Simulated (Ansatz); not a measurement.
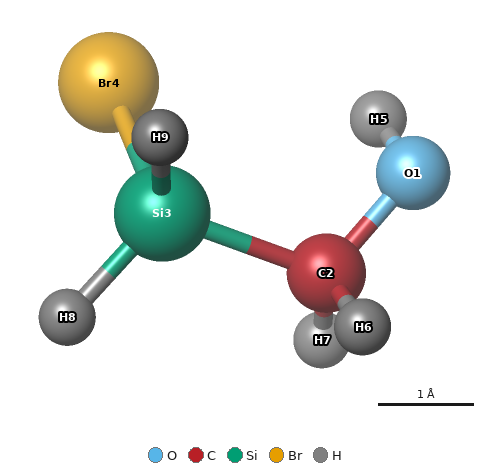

Figure 1. The structure (ball-and-stick view, seen at a tilt; atoms are numbered from 1 in the order of the input). Bond lengths as drawn: Br–Si 2.23 Å, C–H 1.09 to 1.10 Å, C–O 1.41 Å, C–Si 1.88 Å, H–O 0.96 Å and H–Si 1.48 Å.

# What a change does: single-point calculation on CH5BrOSi

System: CH5BrOSi, SMILES OC[SiH2]Br.
Method of run 1: RKS r2SCAN-D4/def2-TZVPP (Ansatz 0.2.0).

The geometry comes from this level: PBE0-D4/def2-TZVP. Text and figures count atoms from 1; the logs count them from 0 in places.

**The input, run 1**
```yaml
crystal:
  periodic: [false, false, false]
  atoms:
    - {symbol: O, position_ang: [-0.137763, 1.569950, -0.748702]}
    - {symbol: C, position_ang: [0.706438, 0.512963, -0.335255]}
    - {symbol: Si, position_ang: [-0.203506, -0.759827, 0.713770]}
    - {symbol: Br, position_ang: [-1.976729, -1.391332, -0.489967]}
    - {symbol: H, position_ang: [-0.900292, 1.188636, -1.196568]}
    - {symbol: H, position_ang: [1.503618, 0.960062, 0.267624]}
    - {symbol: H, position_ang: [1.195454, 0.017737, -1.186354]}
    - {symbol: H, position_ang: [0.622706, -1.962550, 0.983064]}
    - {symbol: H, position_ang: [-0.721225, -0.182038, 1.975290]}
basis:
  gaussian: {orbitals: def2-TZVPP}
hamiltonian: {xc: r2scan, dispersion: d4}
output: {forces: true, orbitals: {seedname: orbitals}}
```

Command:
```bash
ansatz run in.yaml --threads 4 --pin off --events-out ev --progress --plain --max-ram 10444MiB
```

Hardware: 4 threads of Arm Neoverse V1, 23 GiB of memory available, shared host.

**Output (run 1)**
```
Functional definition: r2SCAN
  parameter k0 = 0.174
  parameter k1 = 0.065
  parameter a1 = 4.9479
  exchange = r2scan_x(k0 = k0, k1 = k1, a1 = a1)
  correlation = r2scan_c
1290 factors; their error is unknown
mean field evaluation 1: about -81082.9467 eV, gradient 5.6e1 eV
mean field evaluation 2: about -81068.8624 eV, gradient 9.8e1 eV
mean field evaluation 4: about -81089.2274 eV, gradient 7.6e0 eV
mean field evaluation 8: about -81089.2950 eV, gradient 4.2e-1 eV
mean field evaluation 16: about -81089.2952 eV, gradient 3.5e-5 eV
mean field -81089.29521383 eV, -2979.9766348097 hartree, gradient 3.6e-5 eV, S^2 0.000000; 0 other end points of the search recorded, 0 dependent functions left out
the calculation of the forces begins
reference -81089.29522500 eV, -2979.9766352202 hartree; 34, 34 occupied and 188, 188 virtual orbitals, 1290 factors
Total energy: -81089.34086004 eV, -2979.9783122770 hartree
Atom 0 at    -0.137763     1.569950    -0.748702 Å, force    -0.166002     0.304011    -0.074715 eV/Å
Atom 1 at     0.706438     0.512963    -0.335255 Å, force     0.190530    -0.260857     0.114531 eV/Å
Atom 2 at    -0.203506    -0.759827     0.713770 Å, force     0.011805    -0.027263     0.056523 eV/Å
Atom 3 at    -1.976729    -1.391332    -0.489967 Å, force    -0.040841    -0.012298    -0.030569 eV/Å
Atom 4 at    -0.900292     1.188636    -1.196568 Å, force    -0.028071    -0.029459    -0.017809 eV/Å
Atom 5 at     1.503618     0.960062     0.267624 Å, force     0.000472     0.011059    -0.019620 eV/Å
Atom 6 at     1.195454     0.017737    -1.186354 Å, force     0.021592     0.000342    -0.015501 eV/Å
Atom 7 at     0.622706    -1.962550     0.983064 Å, force    -0.006538     0.018861     0.005070 eV/Å
Atom 8 at    -0.721225    -0.182038     1.975290 Å, force     0.017052    -0.004397    -0.017909 eV/Å
Dipole moment:     0.233322    -0.131992     0.053902 e Å
```

For run 2 the input was changed thus:
```diff
-hamiltonian: {xc: r2scan, dispersion: d4}
+hamiltonian: {xc: pbe, dispersion: d4}
```

Predict how the results change.

The total energies belong to different models, so their difference says nothing on which is more stable or more accurate. The largest force goes from 0.354 to 0.621 eV/Å. The HOMO goes from −6.58 to −6.26 eV. The LUMO goes from −0.79 to −1.17 eV. The dipole moment goes from 1.31 to 1.23 D. On the same kind of shared host run 2 took about 0.52 times as long.

**Output (run 2)**
```
Functional definition: PBE
  parameter kappa = 0.804
  parameter beta = 0.06672455060314922
  exchange = pbe_x(kappa = kappa, mu = beta*pi^2/3)
  correlation = pbe_c(beta = beta)
1290 factors; their error is unknown
mean field evaluation 1: about -81065.7180 eV, gradient 6.2e1 eV
mean field evaluation 2: about -80995.5226 eV, gradient 1.6e2 eV
mean field evaluation 4: about -81073.3701 eV, gradient 1.3e1 eV
mean field evaluation 8: about -81073.7703 eV, gradient 2.4e-1 eV
mean field evaluation 16: about -81073.7272 eV, gradient 7.1e-3 eV
mean field -81073.72722825 eV, -2979.4045218923 hartree, gradient 1.6e-5 eV, S^2 0.000000; 0 other end points of the search recorded, 0 dependent functions left out
the calculation of the forces begins
reference -81073.72726816 eV, -2979.4045233587 hartree; 34, 34 occupied and 188, 188 virtual orbitals, 1290 factors
Total energy: -81073.92212490 eV, -2979.4116842120 hartree
Atom 0 at    -0.137763     1.569950    -0.748702 Å, force     0.071542     0.611961     0.074282 eV/Å
Atom 1 at     0.706438     0.512963    -0.335255 Å, force     0.107928    -0.188509     0.058072 eV/Å
Atom 2 at    -0.203506    -0.759827     0.713770 Å, force     0.051663    -0.031975     0.067056 eV/Å
Atom 3 at    -1.976729    -1.391332    -0.489967 Å, force    -0.192740    -0.063535    -0.131704 eV/Å
Atom 4 at    -0.900292     1.188636    -1.196568 Å, force    -0.383706    -0.204554    -0.213995 eV/Å
Atom 5 at     1.503618     0.960062     0.267624 Å, force     0.172626     0.087837     0.124280 eV/Å
Atom 6 at     1.195454     0.017737    -1.186354 Å, force     0.133512    -0.131330    -0.171627 eV/Å
Atom 7 at     0.622706    -1.962550     0.983064 Å, force     0.095958    -0.149457     0.043516 eV/Å
Atom 8 at    -0.721225    -0.182038     1.975290 Å, force    -0.056784     0.069561     0.150121 eV/Å
Dipole moment:     0.219184    -0.126139     0.043581 e Å
```

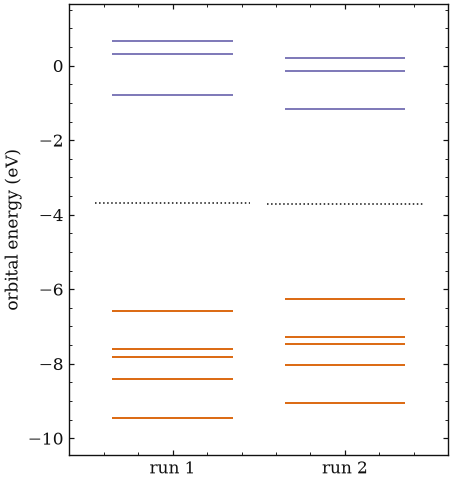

Figure 2. The five highest filled and three lowest empty orbital energies of the two runs; the dotted lines part filled from empty levels. The HOMO–LUMO gap is 5.79 eV in run 1 and 5.09 eV in run 2.

**The two runs side by side**

```csv
quantity,run 1,run 2
outcome,converged,converged
total energy (hartree),−2979.978312,−2979.411684
HOMO (eV),−6.58,−6.26
LUMO (eV),−0.79,−1.17
dipole moment (D),1.31,1.23
largest force (eV/Å),0.354,0.621
basis functions,222,222
wall time (shared host),4.3 s,2.3 s
```
